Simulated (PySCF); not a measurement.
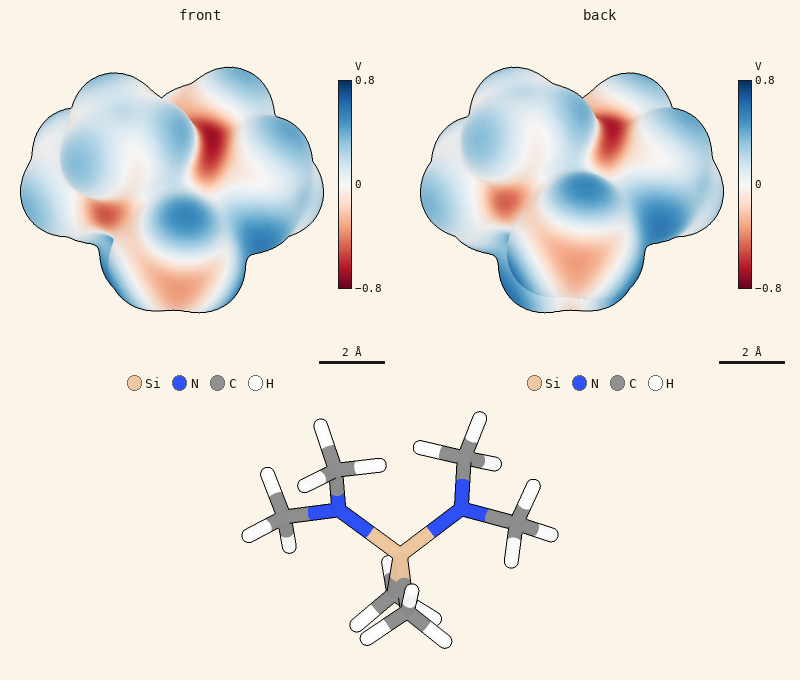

C$_{6}$H$_{18}$N$_{2}$Si (Si(NMe2)2Me2). The electrostatic potential painted on the density surface at 0.002 e/bohr³, seen from the front and from behind; the colour scale runs from red (negative) to blue (positive). The bare structure is drawn below in the same view.

Geometry: PBE0-D3(BJ)/def2-SVP.

Theory: PBE0/pcSseg-1, SCF density, gas phase, non-relativistic (PySCF 2.14.0).

The calculation's input:

```
{"job": {"kind": "nmr", "xc": "PBE0", "basis": "pcSseg-1"}, "charge": 0, "multiplicity": 1}
Si    -0.470199    -0.129013    -0.367617
N     -0.551834     0.185902     1.345735
C     -1.595610     0.923002     2.001843
C      0.290443    -0.559048     2.244492
H     -2.297719     0.268921     2.560098
H     -2.187837     1.500047     1.278278
H     -1.180461     1.642769     2.734880
H      1.094715    -1.058169     1.682833
H      0.771833     0.104360     2.989569
H     -0.265660    -1.334082     2.811730
N      1.215313    -0.014756    -0.801239
C      1.876205    -0.845162    -1.769208
C      1.958676     1.163261    -0.438208
H      2.043135    -0.329601    -2.738331
H      1.293017    -1.753410    -1.975323
H      2.871234    -1.169957    -1.406124
H      1.423921     1.720226     0.346191
H      2.956547     0.901771    -0.035030
H      2.125098     1.849290    -1.294839
C     -1.542068     1.144144    -1.242145
H     -1.418674     1.021264    -2.330144
H     -1.243892     2.173372    -0.987776
H     -2.614101     1.032274    -1.016748
C     -1.068541    -1.849953    -0.829151
H     -2.105771    -1.968769    -0.476886
H     -0.462994    -2.635544    -0.350562
H     -1.067341    -2.028788    -1.915919
```

Launched as:

```sh
OMP_NUM_THREADS=1 python probes_run.py task.json out
```

Question: Which sites attract a positive test charge, and which a negative one?

Answer: A positive charge is drawn to the negative regions and a negative charge to the positive ones. The most negative region (about −0.6 V) lies over N2, N11 and C12, the most positive (about +0.6 V) over the H and Si atoms.

Question: What dipole moment does the calculation give?

Answer: Its dipole moment is 0.05 D.
